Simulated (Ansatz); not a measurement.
## BH₃ClOF: nudged elastic band (part 2 of 2)

BH₃ClOF; RKS PBE0/cc-pVDZ (Ansatz 0.2.0). The run did not end well. It belongs to a series of runs on one base structure; here: band between the two ends.

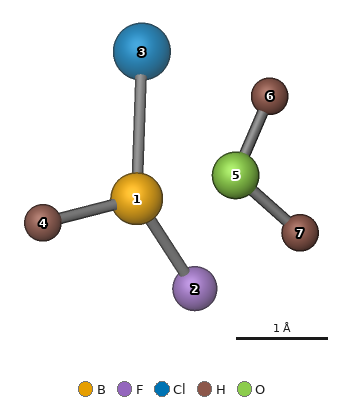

Figure 1. The input geometry (ball-and-stick view, seen at a tilt; atoms are numbered from 1 in the order of the input).

```
Unfinished report: {"positions_ang":[[0.11273064410032048,0.33054818114528467,0.016242476595982255],[-0.11238320321799748,-0.3114827529358335,1.5530396541053577],[1.6020822324114177,-0.33077430029812666,-0.7238481995662776],[-0.9337374291778993,0.18650157220965796,-0.5438517127575576],[0.310653864785635,1.6351311678332812,0.7099154493856386],[1.2593065293804082,1.8351677581837884,0.7424037216098262],[0.05854936171811717,0.7811073738619473,1.6398986106270297]],"unchecked":["starts","cluster_reference","orbital_swaps","neighbouring_geometries","increment"],"mean_field":{"relativity":"none","state":{"energy":{"ev":-18004.148357217782,"hartree":-661.6402484776859},"converged":true,"gradient_ev":0.000060950662463109784,"stability":{"kind":"minimum","curvature_ev":49.971050496323556},"curvature_floor_ev":0.00030000000000000003,"spin_squared":-3.552713678800501e-14},"others":[],"fillings":{"estimated":0,"unestimated":0,"tried":0,"untried":0,"excluded_magnetic_sites":0},"n_dropped_functions":0,"n_trapped_functions":0,"passes":{"evaluations":2,"products":17},"factors":{"origin":"Cholesky decomposition","count":791,"bound_ev":0.0016158339947078678},"gradient_stop_ev":0.00009,"reference_kind":"stationary","functional":{"name":"PBE0","citations":["Adamo & Barone, J. Chem. Phys. 110, 6158 (1999) doi:10.1063/1.478522","Perdew, Burke & Ernzerhof, Phys. Rev. Lett. 77, 3865 (1996) doi:10.1103/PhysRevLett.77.3865"],"text":"name \"PBE0\"\ncite \"Adamo & Barone, J. Chem. Phys. 110, 6158 (1999) doi:10.1063/1.478522\"\ncite \"Perdew, Burke & Ernzerhof, Phys. Rev. Lett. 77, 3865 (1996) doi:10.1103/PhysRevLett.77.3865\"\nparent pbe\nparameter a = 0.25\nparameter kappa = 0.804\nparameter beta = 0.06672455060314922\nexchange = (1 - a)*pbe_x(kappa = kappa, mu = beta*pi^2/3) + a*exact_x\ncorrelation = pbe_c(beta = beta)\n","parameters":{"a":{"value":0.25,"default":0.25},"beta":{"value":0.06672455060314922,"default":0.06672455060314922},"kappa":{"value":0.804,"default":0.804}},"final_grid":{"core_spheres":13.0,"valence_spheres":11.0,"degree":36.0},"final_grid_parameter_source":"default","radial_points_factor":1.0,"radial_grid_error_ev":3.235511906987185e-7,"grid_sensitivity":"normal","grid_sensitivity_ratio":0.001870803151768979},"unsmoothed_excess_ev":-0.00001941788252331836,"symmetry":{"irreps":["A"],"axes":[[0.9996864509382672,-0.01919108127586115,0.016084222390743346],[0.018972101710124107,0.9997267173109909,0.013658332668772248],[-0.016341945023536943,-0.013348898608253681,0.9997773490826818]],"occupied":[{"A":21},{"A":21}]},"held":{"pivots":791,"left_out":0,"joined":0},"density_repulsion":{"missed_ev":0.000023551747314504972,"excess_ev":0.0,"most_excess_ev":0.0001134,"are_drawn_again":false,"n_first_factors":791,"energy_change_ev":0.0,"n_dropped_ends":0}},"factors":{"origin":"Cholesky decomposition","count":791,"bound_ev":0.0016158339947078678},"n_frozen":0,"n_occupied":[21,21],"n_virtual":[54,54],"reference":{"ev":-18004.148357217782,"hartree":-661.6402484776859},"total":{"ev":-18004.148357217782,"hartree":-661.6402484776859},"forces_ev_per_angstrom":[[-0.008739954241271653,0.00657534647229186,0.0016184241550357369],[-0.015226160255450477,-0.02584872622406917,-0.008054150942862048],[-0.002422858928720153,-0.03737410464640088,0.04959015825102412],[0.004406189321378603,0.04411135544066498,-0.0334154311730145],[-0.006733581283732571,-0.009877580116696972,0.026222591464621248],[-0.023454409801846474,0.0744140194733199,-0.06566547888595507],[0.052170775179437835,-0.052000310416031315,0.029703887127334152]],"charge_distribution":{"dipole_moment_e_ang":[0.13382706206827175,0.3976637253018302,0.29180758419000774],"mulliken_charges_e":[0.17053080559254763,-0.20954962759204498,-0.16998272821395233,-0.04743769337341064,-0.19331631590261367,0.181068520084529,0.2686870394049147],"lowdin_charges_e":[-0.9286129991606602,0.25829720224594155,0.3359903365033148,-0.029313198990372547,0.44133696103382114,-0.01732920144259853,-0.060369100189508806]},"n_threads":1,"memory_gib":1.7045454550534487,"seconds":{"hamiltonian":1.180956266,"orbitals":0.0,"second_order":0.0,"solver_start":0.0,"cycles":0.0,"cycle":0.0,"perturbative":0.0,"full_ci_increment":0.0,"forces":0.0}}
this run last wrote the band of iteration 60 to [file]
Error: NEB band did not converge after 60 iterations: max|band force component| = 1.21e-1 eV/Å (threshold 5.0e-2); raise `neb.max_iterations` in a new run, which can start from the last band evaluated (`neb.initial_path`, with `crystal.atoms` and `neb.final_atoms` set to its first and last images), add images, or start from endpoints closer to local minima. Where this run's directory can be resumed (`checkpoint.write`), a resume goes on for up to `neb.max_iterations` more; to start a new run from the last band, take its images' positions from the `neb_iteration` event of iteration 60 (`data.images[].positions_ang`), in the event stream of the run that computed that iteration (not this run's, if it was resumed behind it). With `checkpoint.write`, `steps/00-neb/state/checkpoint.json` in the run directory holds the last saved band, under `neb.evaluated.images[].positions_ang` (a band under a hybrid functional on support functions is neither saved nor resumed: `neb.initial_path` says where its path is): check the last entry of `neb.iterations` there, which is earlier than 60 if that iteration was not saved or its write failed. If the band's step has no `state` directory and holds `state.next`, a write was cut short, and the file is under `state.next` instead (behind a loss of power it can be under `state.prev`)
this run wrote the band of iteration 60 to [file] as well, whether or not its events were kept: a new run's `neb.initial_path` can list its `images[].positions_ang`
a run's events are kept only if it was started with --events-out <file>, and are in that file
```

## The last band as extended XYZ (Å, eV, eV/Å)
```
7
Properties=species:S:1:pos:R:3:forces:R:3 image=0 energy=-18005.06781
B     0.0196    0.0485    0.1468   -0.0005   0.0093   0.0088
F    -0.1445   -0.6976    1.2861   -0.0011  -0.0027  -0.0047
Cl    1.6265   -0.2365   -0.7020    0.0035  -0.0057  -0.0054
H    -0.9304    0.1872   -0.5783    0.0023  -0.0024  -0.0010
O     0.2803    1.5963    0.8229    0.0084  -0.0031   0.0268
H     1.2187    1.7807    0.6350   -0.0163  -0.0036   0.0028
H     0.2272    1.4476    1.7833    0.0036   0.0083  -0.0272
7
Properties=species:S:1:pos:R:3:forces:R:3 image=1 energy=-18004.83114
B     0.0599    0.1477    0.1126   -0.1492  -0.4708   0.2455
F    -0.0828   -0.4781    1.3927   -0.0359  -0.4513  -0.4602
Cl    1.5995   -0.2918   -0.7460    0.0193   0.0456   0.0414
H    -0.9437    0.1783   -0.5431    0.0045   0.0561  -0.0835
O     0.2916    1.6266    0.7816   -0.0506  -0.0404   0.2407
H     1.2499    1.8022    0.7576   -0.0490  -0.0051  -0.0026
H     0.1228    1.1412    1.6384    0.2609   0.8660   0.0187
7
Properties=species:S:1:pos:R:3:forces:R:3 image=2 energy=-18004.14834
B     0.1127    0.3305    0.0162   -0.0087   0.0066   0.0016
F    -0.1124   -0.3115    1.5530   -0.0152  -0.0258  -0.0081
Cl    1.6021   -0.3308   -0.7238   -0.0024  -0.0374   0.0496
H    -0.9337    0.1865   -0.5439    0.0044   0.0441  -0.0334
O     0.3107    1.6351    0.7099   -0.0067  -0.0099   0.0262
H     1.2593    1.8352    0.7424   -0.0235   0.0744  -0.0657
H     0.0585    0.7811    1.6399    0.0522  -0.0520   0.0297
7
Properties=species:S:1:pos:R:3:forces:R:3 image=3 energy=-18004.63773
B     0.2228    0.5271   -0.2496    0.0279   0.0572  -0.0796
F    -0.2201   -0.3446    2.0150   -0.0470  -0.0176   0.1490
Cl    1.6361   -0.3448   -0.8473    0.0101   0.0030  -0.0331
H    -0.8825    0.2038   -0.5698    0.0170   0.0171  -0.0519
O     0.3903    1.6558    0.5027    0.0120  -0.0132  -0.0349
H     1.3263    1.8492    0.6589    0.0074   0.0259  -0.0528
H    -0.1758    0.5798    1.8839   -0.0274  -0.0723   0.1033
7
Properties=species:S:1:pos:R:3:forces:R:3 image=4 energy=-18004.68274
B     0.3164    0.4667   -0.3566    0.0007   0.0022  -0.0132
F    -0.5018   -0.1120    2.4051   -0.0329  -0.0100   0.0273
Cl    1.7197   -0.1736   -1.2090    0.0096   0.0000  -0.0014
H    -0.7779    0.0318   -0.5628    0.0038   0.0060  -0.0309
O     0.4632    1.4836    0.5326    0.0026  -0.0008  -0.0049
H     1.3845    1.7590    0.6466   -0.0019   0.0090  -0.0310
H    -0.3070    0.6707    1.9379    0.0181  -0.0065   0.0541
7
Properties=species:S:1:pos:R:3:forces:R:3 image=5 energy=-18004.69875
B     0.4142    0.3833   -0.3692   -0.0024  -0.0148  -0.0204
F    -0.8776    0.1355    2.4996   -0.0206   0.0063   0.0186
Cl    1.7024    0.0930   -1.5374    0.0075   0.0068  -0.0121
H    -0.6270   -0.1996   -0.4419    0.0080  -0.0010  -0.0150
O     0.5929    1.2850    0.6277    0.0352   0.0160   0.0095
H     1.4666    1.7020    0.6311   -0.0263  -0.0108  -0.0137
H    -0.3743    0.7270    1.9838   -0.0013  -0.0025   0.0330
7
Properties=species:S:1:pos:R:3:forces:R:3 image=6 energy=-18004.71031
B     0.5005    0.2891   -0.3781   -0.0131   0.0068  -0.0080
F    -1.1316    0.4271    2.5336    0.0084   0.0058  -0.0056
Cl    1.5640    0.4400   -1.7778   -0.0042  -0.0036   0.0103
H    -0.4232   -0.4709   -0.3857    0.0132   0.0029   0.0021
O     0.7238    1.0452    0.7243    0.0030  -0.0086  -0.0099
H     1.4874    1.6342    0.6500    0.0012   0.0026   0.0044
H    -0.4237    0.7616    2.0275   -0.0086  -0.0059   0.0068
```

This output came from the following input.

## Input
```yaml
crystal:
  periodic: [false, false, false]
  atoms:
    - { symbol: B, position_ang: [0.019588, 0.048502, 0.146771] }
    - { symbol: F, position_ang: [-0.144541, -0.697589, 1.286117] }
    - { symbol: Cl, position_ang: [1.626515, -0.236511, -0.702043] }
    - { symbol: H, position_ang: [-0.930442, 0.187242, -0.578274] }
    - { symbol: O, position_ang: [0.280264, 1.596291, 0.822916] }
    - { symbol: H, position_ang: [1.218655, 1.780659, 0.634975] }
    - { symbol: H, position_ang: [0.227163, 1.447605, 1.783338] }
basis:
  gaussian: { orbitals: cc-pVDZ }
hamiltonian:
  xc: pbe0
neb:
  order_check: false
  images: 5
  f_tol: 0.05
  max_iterations: 60
  optimiser: fire
  climbing: true
  final_atoms:
    - { symbol: B, position_ang: [0.50053266, 0.28908611, -0.37808266] }
    - { symbol: F, position_ang: [-1.13159577, 0.42714756, 2.53357871] }
    - { symbol: Cl, position_ang: [1.56396018, 0.43996012, -1.77779675] }
    - { symbol: H, position_ang: [-0.42317217, -0.47090523, -0.38565393] }
    - { symbol: O, position_ang: [0.72375496, 1.04516858, 0.72425872] }
    - { symbol: H, position_ang: [1.48741853, 1.63418247, 0.65002565] }
    - { symbol: H, position_ang: [-0.42369639, 0.76155938, 2.02747028] }
  initial_path:
    images:
      - { positions_ang: [[0.019588, 0.048502, 0.146771], [-0.144541, -0.697589, 1.286117], [1.626515, -0.236511, -0.702043], [-0.930442, 0.187242, -0.578274], [0.280264, 1.596291, 0.822916], [1.218655, 1.780659, 0.634975], [0.227163, 1.447605, 1.783338]] }
      - { positions_ang: [[0.01059773, 0.03430973, 0.09714415], [-0.10993674, -0.45859734, 1.41324575], [1.624668, -0.17384517, -0.76781697], [-0.96207945, 0.13521484, -0.59144328], [0.31772636, 1.59093403, 0.72611488], [1.19054756, 1.69573016, 0.82862284], [0.22567854, 1.30245275, 1.68793262]] }
      - { positions_ang: [[0.00160745, 0.02011746, 0.0475173], [-0.07533248, -0.21960568, 1.5403745], [1.62282099, -0.11117934, -0.83359093], [-0.9937169, 0.08318768, -0.60461257], [0.35518873, 1.58557705, 0.62931376], [1.16244012, 1.61080133, 1.02227069], [0.22419409, 1.1573005, 1.59252725]] }
      - { positions_ang: [[-0.00738282, 0.00592519, -0.00210955], [-0.04072821, 0.01938597, 1.66750325], [1.62097399, -0.04851351, -0.8993649], [-1.02535436, 0.03116052, -0.61778185], [0.39265109, 1.58022008, 0.53251264], [1.13433268, 1.52587249, 1.21591853], [0.22270963, 1.01214826, 1.49712187]] }
      - { positions_ang: [[0.16192234, 0.10031216, -0.12743392], [-0.40435073, 0.1553065, 1.95619507], [1.60196939, 0.11431103, -1.19217551], [-0.82462696, -0.13619473, -0.54040588], [0.50301905, 1.40186958, 0.596428], [1.25202796, 1.56197582, 1.02728757], [0.00724096, 0.92861863, 1.67390468]] }
      - { positions_ang: [[0.3312275, 0.19469913, -0.25275829], [-0.76797325, 0.29122703, 2.24488689], [1.58296478, 0.27713558, -1.48498613], [-0.62389957, -0.30354998, -0.4630299], [0.61338701, 1.22351908, 0.66034336], [1.36972324, 1.59807915, 0.83865661], [-0.20822772, 0.84508901, 1.85068748]] }
      - { positions_ang: [[0.50053266, 0.28908611, -0.37808266], [-1.13159577, 0.42714756, 2.53357871], [1.56396018, 0.43996012, -1.77779675], [-0.42317217, -0.47090523, -0.38565393], [0.72375496, 1.04516858, 0.72425872], [1.48741853, 1.63418247, 0.65002565], [-0.42369639, 0.76155938, 2.02747028]] }
```

Run as:
```bash
ansatz run input.yaml --threads 1 --pin off --max-ram 2048MiB --backend cpu --events-out ev --progress --plain --runs-dir out
```

## What the run reported

| quantity | value |
| --- | --- |
| outcome | not converged |
| barrier, forward (band not converged) | 0.919 eV |
| barrier, backward | 0.562 eV |
| hardware | 1 thread of Intel Xeon (Granite Rapids), 144 GiB of memory available, shared host |
| wall time | 6.4 min |
| peak memory | 0.18 GiB |

## What went wrong

The run did not converge: “NEB band did not converge after 60 iterations: max|band force component| = 1.21e-1 eV/Å (threshold 5.0e-2); raise `neb.max_iterations` in a new run, which can start from the last band evaluated (`neb.initial_path`, with `crystal.atoms` and `neb.final_atoms` set to its first and last images), add images, or start from endpoints closer to local minima …” Its last values are not results.
